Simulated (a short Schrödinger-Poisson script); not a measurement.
System: MOS inversion layer, HfO2 on p-type Si(111), at 400 K.

```csv
layer,material,thickness (nm),Na (cm⁻³)
1,HfO2,12,-
2,Si,450,9.1e17
```

The device is made up for the run: typed textbook-type constants, with dimensions and the other settings drawn at random. HfO2: permittivity 22, conduction-band edge (eV) 1.55, gap (eV) 5.7, electron mass (mₑ) 0.2. Si: permittivity 11.7, conduction-band edge (eV) 0, gap (eV) 1.124, Nv at 300 K (cm⁻³) 3.1e19.

Channel valleys (confinement mass, in-plane density-of-states mass, number): Δ6 0.258, 0.358, 6. At the gate the conduction-band edge of layer 1 lies 2.15 eV − eVg above the Fermi level of the channel; the field vanishes at the back. Gaps are held at their typed values at every temperature. Mesh 0.03 nm at interfaces.

From a short Schrödinger-Poisson script (our own, NumPy): 1D Poisson equation in equilibrium, electrons quantum, Hartree (BenDaniel-Duke, 12 states a valley, the channel's in-plane mass for all, wave functions ending at the dielectric), parabolic valleys, classical holes, full ionisation, no traps, pinning or gate leakage.

Only gate voltages with over 1e8 electrons/cm² are shown.

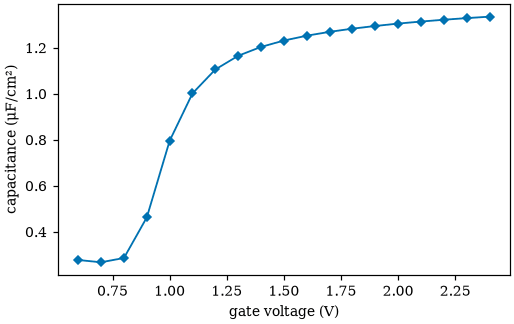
Fig. 1. Quasi-static capacitance against gate voltage

```tsv
Vg (V)	electrons (cm⁻²)	C (μF/cm²)	Δ6 E0 (meV)	Δ6 E1 (meV)
0.6	1.38e8	0.278	426.4	530.8
0.7	1.28e9	0.268	349.5	458.8
0.8	1.19e10	0.286	272.3	386.2
0.9	9.37e10	0.463	201.0	319.3
1	3.98e11	0.796	150.9	273.0
1.1	9.20e11	1.00	121.6	247.4
1.2	1.56e12	1.11	103.1	232.4
1.3	2.25e12	1.17	89.9	222.5
1.4	2.98e12	1.20	79.7	215.5
1.5	3.74e12	1.23	71.5	210.3
1.6	4.51e12	1.25	64.5	206.4
1.7	5.29e12	1.27	58.5	203.2
1.8	6.09e12	1.28	53.2	200.7
1.9	6.89e12	1.29	48.4	198.6
2	7.71e12	1.31	44.1	-
2.1	8.52e12	1.31	40.1	-
2.2	9.35e12	1.32	-	-
2.3	1.02e13	1.33	-	-
2.4	1.10e13	1.34	-	-
```

Subbands count from the Fermi level; a dash marks a level above the dielectric's band edge.
